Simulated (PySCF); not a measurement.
Br$_{2}$H$_{4}$SSi$_{2}$ (SMILES [SiH3]S[SiH](Br)Br)

```
atom    x (Å)    y (Å)    z (Å)
  Si   1.7261  -0.2379  -0.2394
   S   0.1728   1.1492  -0.8460
  Si  -1.6130   0.4250   0.0613
  Br  -2.0285  -1.6876  -0.4546
  Br  -1.5096   0.4957   2.2712
   H   1.4044  -1.5099  -0.8709
   H   1.6714  -0.3098   1.2144
   H   2.8950   0.4338  -0.7713
   H  -2.7050   1.2476  -0.3899
```

Geometry: GFN2-xTB.

All numbers below come from PySCF, wB97X-D/def2-SVPD, SCF density, gas phase.

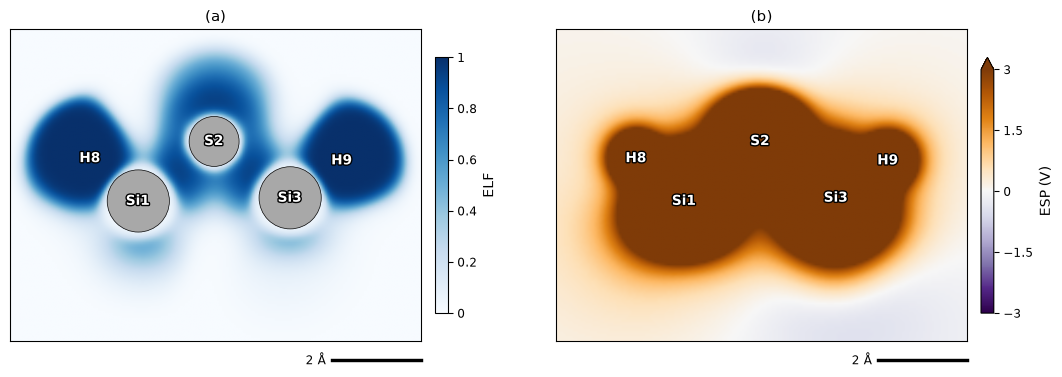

Figure 1. (a) ELF; (b) molecular electrostatic potential on the plane of atoms Si1, S2 and Si3. Grey discs cover the atomic cores in the ELF map.

> What does the map show?

The section cuts through Si, S and H sites.
Si–S (2.13 Å): the ELF peaks at about 0.90 between the atoms: localised, covalent bonding.
Si–H (1.44 Å): the ELF climbs to about 1 towards the hydrogen, as it does in any bond to H.
The ELF also peaks beside S2, away from the bonds: lone-pair regions.
Outside the dense part of the molecule the potential is most negative (−0.4 V) near Br4, which lies off the plane.

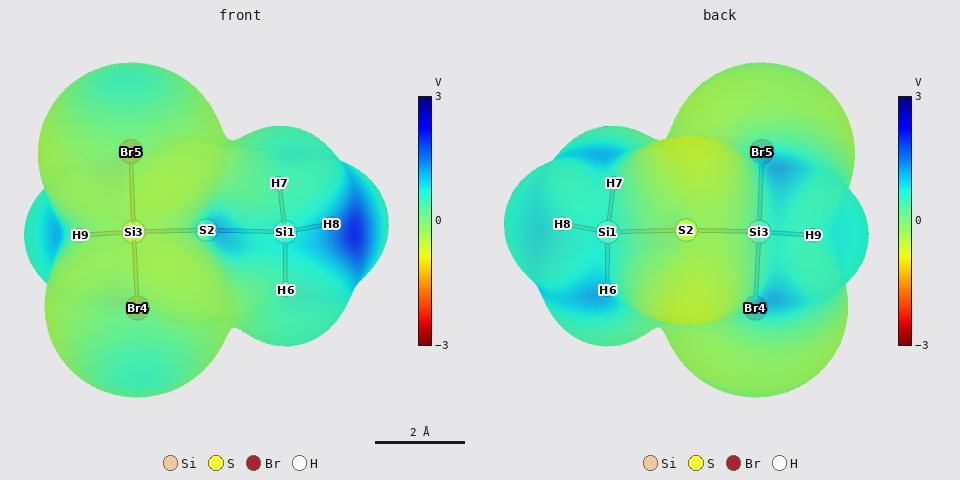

Figure 2. The molecular electrostatic potential painted on the density surface at 0.002 e/bohr³, seen from the front and from behind; the colour scale runs from red (negative) to blue (positive).

> Where is the surface potential most negative and most positive?

The most negative region (about −0.6 V) lies over S2, the most positive (about +2.0 V) over Si1. Br4 shows a σ-hole: about +0.6 V at the tip opposite its bond, against about −0.2 V on its flanks. Br5 shows a σ-hole: about +0.6 V at the tip opposite its bond, against about −0.3 V on its flanks.

> What dipole moment does the calculation give?

Its dipole moment is 1.36 D.
